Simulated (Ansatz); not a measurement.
# FH$_{7}$Si$_{3}$···SiH$_{4}$···HF: what the fields show

```xyz
18

Si   -1.4536   -1.0619    0.3298
Si    2.4552   -0.2205    0.9760
Si   -1.5545    1.2518    0.6687
Si   -1.2312   -1.5211   -1.9536
H    -0.3394   -1.6582    1.1146
H     1.1725    2.4909   -0.3423
F    -0.5010    1.9890   -0.3334
H     1.5502    0.5696    1.8506
F     2.0829    2.6517   -0.2430
H     3.7971    0.4019    0.9159
H     2.5661   -1.5926    1.5399
H     1.8603   -0.3202   -0.3815
H    -2.7407   -1.6109    0.8443
H    -2.8901    1.7867    0.3018
H    -1.2014    1.6866    2.0422
H    -1.2251   -2.9895   -2.1838
H     0.0329   -0.9344   -2.4658
H    -2.3803   -0.9190   -2.6804
```

The product side of a reaction path; geometry: PBE0-D4/def2-TZVP.

The calculation used Ansatz 0.2.0, RKS PBE0-D4/def2-TZVPP.

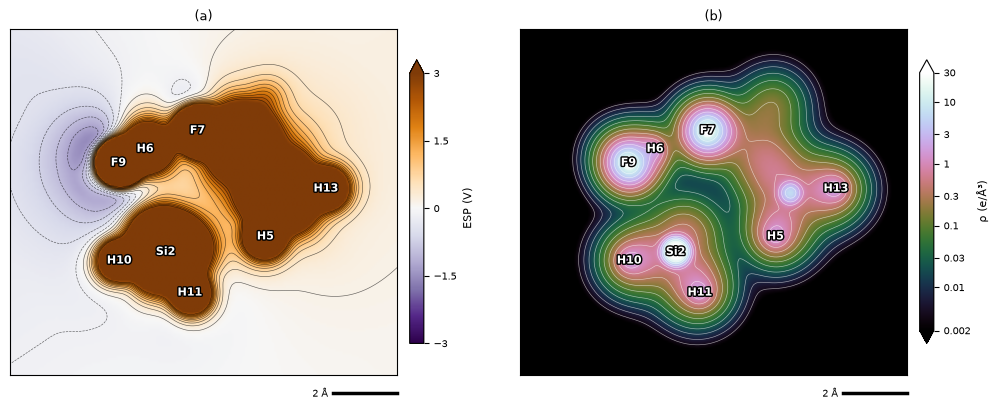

Figure 1. (a) molecular electrostatic potential; (b) total electron density on the plane of atoms H10, Si2 and H11.

### What does the map show?

Atoms in the plane: Si, H and F. F7···H6 (1.75 Å): the density falls to about 0.21 e/Å³ on the way: a closed-shell contact with the geometry of a hydrogen bond. F–H (0.93 Å): ρ at the midpoint is about 4.7 e/Å³. Si–H (1.48 Å): the density is about 0.81 e/Å³ at the midpoint. Outside the dense part of the complex the potential is most negative (−1.5 V) near F9.

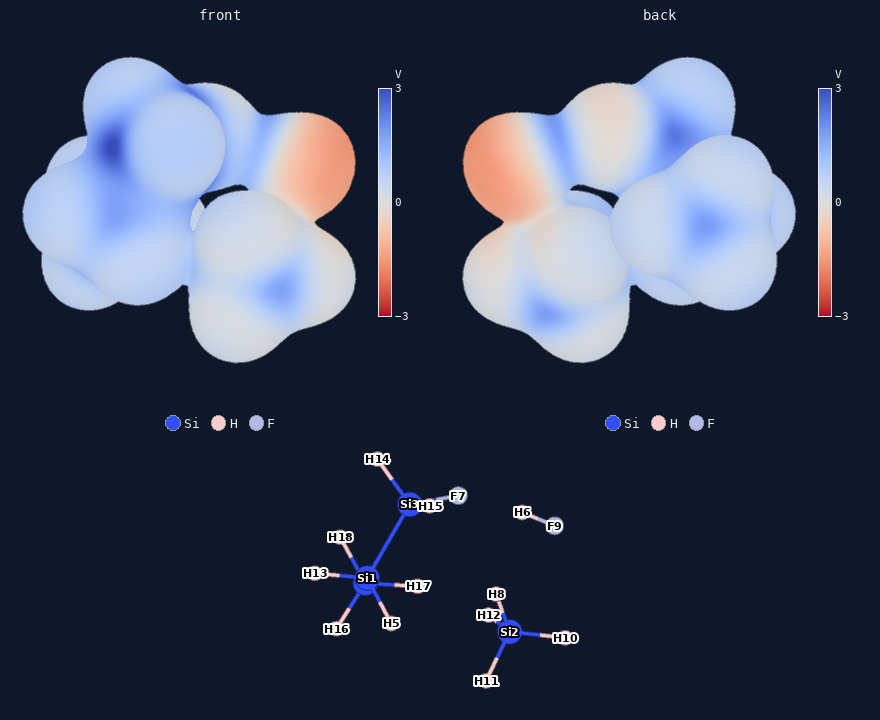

Figure 2. The electrostatic potential painted on the density surface at 0.004 e/bohr³, seen from the front and from behind; red is negative and blue positive. The bare structure is drawn below in the same view.

### Which sites attract a positive test charge, and which a negative one?

A positive charge is drawn to the negative regions and a negative charge to the positive ones. The most negative region (about −1.5 V) lies over F9, the most positive (about +2.4 V) over Si3.

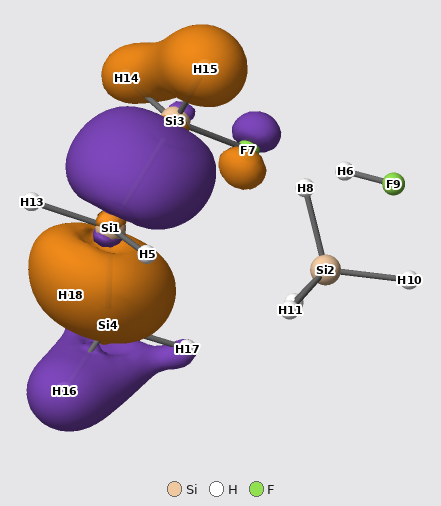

Figure 3. One frontier orbital at ±0.1 Å⁻³ᐟ² (orange and purple are the two phases), seen at a tilt.

### Which orbital is it: HOMO or LUMO?

The HOMO, at −8.38 eV. Its weight (Hirshfeld) is mainly on Si1 (about 35 %), Si4 (about 25 %) and Si3 (about 20 %).
